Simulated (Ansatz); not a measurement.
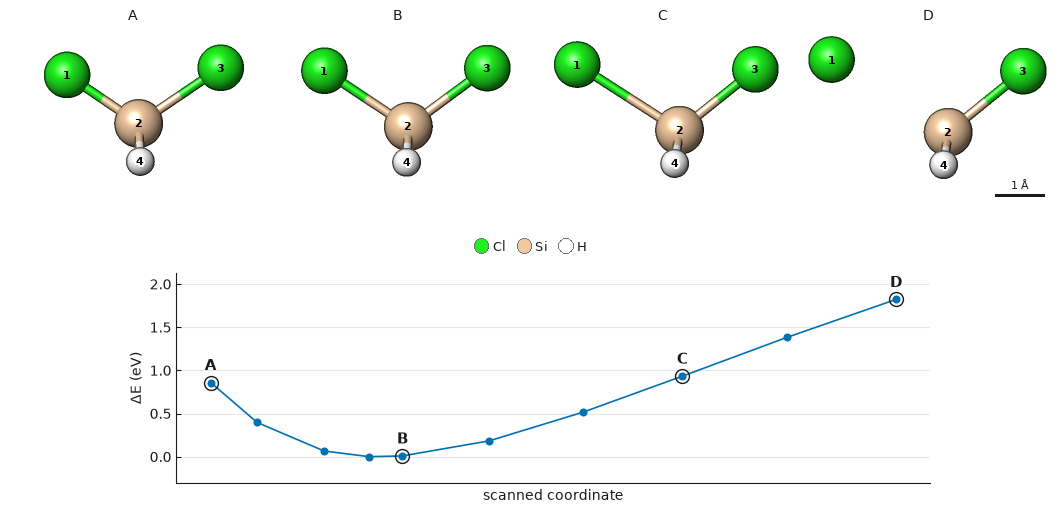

Frames of a one-coordinate scan of SiHCl₂ (multiplicity 2). Style: ball-and-stick. Shown at a tilt.

Level of theory: B3LYP-D4 (def2-TZVPP, Ansatz), on geometries relaxed under the constraint at PBE0-D4/def2-TZVP. Energies are counted from the PBE0-D4/def2-TZVP minimum geometry at the same level.

Q: Which coordinate changes from frame to frame?

A: The Cl1–Si2 distance is varied, with all other coordinates relaxed. In the frames the distance is 1.801 Å (A), 2.099 Å (B), 2.534 Å (C), 2.866 Å (D). The lowest computed point lies at the distance 2.047 Å (0.000 eV). The end points stand at 0.859 eV (1.801 Å) and 1.821 eV (2.866 Å). The curvature at the lowest point is about 18 eV/Å² (3 mdyn/Å). The well is steeper on the short side, as for any bond.
